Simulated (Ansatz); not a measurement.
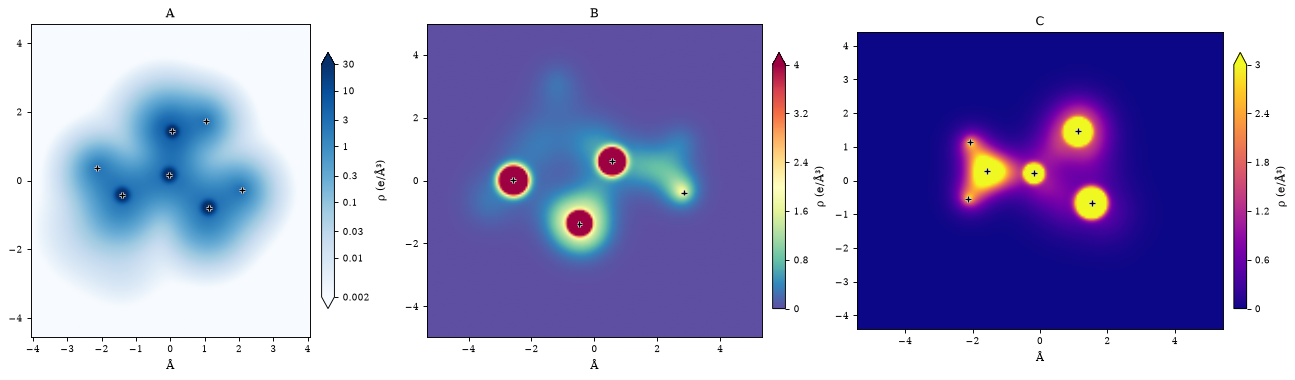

The total electron density of 3 systems, each on a plane through atoms (crosses mark nuclei in the plane).

All numbers below come from RKS PBE0-D4/def2-TZVPP (Ansatz 0.2.0).

System 1: CH$_{9}$AlSSi$_{2}$, the plane of atoms Si2, S3 and Al5. Geometry: PBE0-D4/def2-TZVP.

```xyz
14

C    -2.2326    0.6641    0.6809
Si   -0.7419    0.2452   -0.3639
S     0.9297    1.6288    0.1899
Si    0.5358   -1.6989   -0.2222
Al    2.4254   -0.1829   -0.7245
H    -2.5079    1.7157    0.5772
H    -2.0451    0.4479    1.7345
H    -3.0790    0.0508    0.3587
H    -0.9484    0.6959   -1.7675
H     1.0321    1.1868    1.4572
H     0.0051   -2.7917   -1.0852
H     0.4171   -2.1331    1.2044
H     3.6909   -0.1277    0.2376
H     2.5058    0.2698   -2.2483
```

System 2: CH$_{6}$BNSSi (SMILES C[SiH]1SB1N), the plane of atoms S3, B4 and N5. Geometry: PBE0-D4/def2-TZVP.

```xyz
11

C    -1.8907    0.0765    0.8146
Si   -0.0473    0.3646    0.8230
S     1.2042   -1.4041    0.8221
B     1.1893   -0.2115   -0.5401
N     1.8521   -0.1258   -1.7511
H    -2.2358   -0.2548    1.7968
H    -2.4163    1.0028    0.5663
H    -2.1557   -0.6821    0.0766
H     0.3328    1.3533    1.8659
H     1.7121    0.6353   -2.3914
H     2.5206   -0.8112   -2.0621
```

System 3: C$_{3}$H$_{7}$NSe (SMILES CC(=N)C[SeH]), the plane of atoms C1, C2 and N3. Geometry: PBE0-D4/def2-TZVP.

```xyz
12

C    -1.2467    0.4064    0.1270
C     0.2327    0.5593    0.3113
N     0.8014    1.3688    1.1041
C     1.1141   -0.3192   -0.5220
Se    1.0286   -2.2096    0.0060
H    -1.5566   -0.6108    0.3804
H    -1.7985    1.1074    0.7537
H    -1.5216    0.5766   -0.9185
H     0.1112    1.9153    1.6196
H     0.8631   -0.2695   -1.5817
H     2.1519   -0.0236   -0.3817
H    -0.1027   -2.5562   -0.8642
```

**Which map belongs to which system?**

Panel A is system 3, C$_{3}$H$_{7}$NSe: the plane holds C, N and H. C–N (1.27 Å): ρ is about 2.9 e/Å³ halfway. Panel B is system 1, CH$_{9}$AlSSi$_{2}$: the plane holds Si, S, Al and H. Si–S (2.24 Å): ρ at the midpoint is about 0.7 e/Å³. Panel C is system 2, CH$_{6}$BNSSi: the plane holds Si, S, B, N and H. B–N (1.38 Å): ρ is about 2 e/Å³ halfway.
